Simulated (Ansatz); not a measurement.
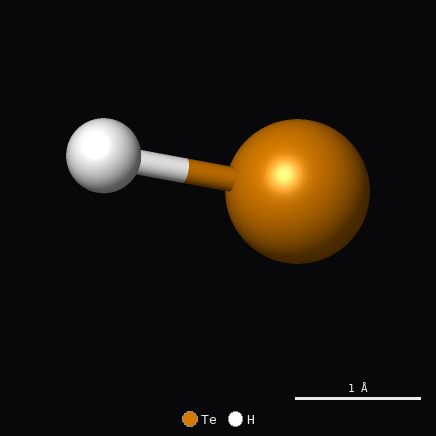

The structure as it stands in the input.

The calculation was set up as follows.

```yaml
crystal:
  periodic: [false, false, false]
  atoms:
    - {symbol: Te, position_ang: [-0.707893, 0.254319, -0.358342]}
    - {symbol: H, position_ang: [0.707893, -0.254319, 0.358342]}
basis:
  gaussian: {orbitals: def2-TZVP}
total_charge: -1
hamiltonian: {xc: {name: SPW92}}
accuracy: high
scf: {lower_state_search: full}
output: {forces: true}
```

It was started with:

```sh
ansatz run in.yaml --threads 2 --pin off --events-out ev --progress --plain --max-ram 32768MiB --backend cpu
```

Output:

```
Functional definition: SPW92
  name "SPW92"
  cite "Dirac, Proc. Camb. Phil. Soc. 26, 376 (1930) doi:10.1017/S0305004100016108"
  cite "Slater, Phys. Rev. 81, 385 (1951) doi:10.1103/PhysRev.81.385"
  cite "Perdew & Wang, Phys. Rev. B 45, 13244 (1992) doi:10.1103/PhysRevB.45.13244"
  exchange = slater_x
  correlation = pw_c
997 factors; integrals over basis functions are off by at most 3.1e-9 eV
mean field evaluation 1: about -7299.3415 eV, gradient 2.1e1 eV
mean field evaluation 2: about -7299.3329 eV, gradient 2.1e1 eV
mean field evaluation 4: about -7300.0037 eV, gradient 2.8e0 eV
mean field evaluation 8: about -7300.0264 eV, gradient 1.2e-2 eV
mean field evaluation 16: about -7300.0264 eV, gradient 6.3e-7 eV
mean field -7300.02641733 eV, -268.2710227013 hartree, gradient 6.4e-9 eV, S^2 0.000000; 0 other end points of the search recorded, 0 dependent functions left out
the calculation of the forces begins
reference -7300.02641926 eV, -268.2710227720 hartree; 13, 13 occupied and 43, 43 virtual orbitals, 997 factors
Total energy: -7300.02641926 eV, -268.2710227720 hartree
Atom 0 at    -0.707893     0.254319    -0.358342 Å, force    -0.094891     0.034091    -0.048035 eV/Å
Atom 1 at     0.707893    -0.254319     0.358342 Å, force     0.094891    -0.034091     0.048035 eV/Å
Dipole moment:    -0.036359     0.013063    -0.018406 e Å
```

The run converged.
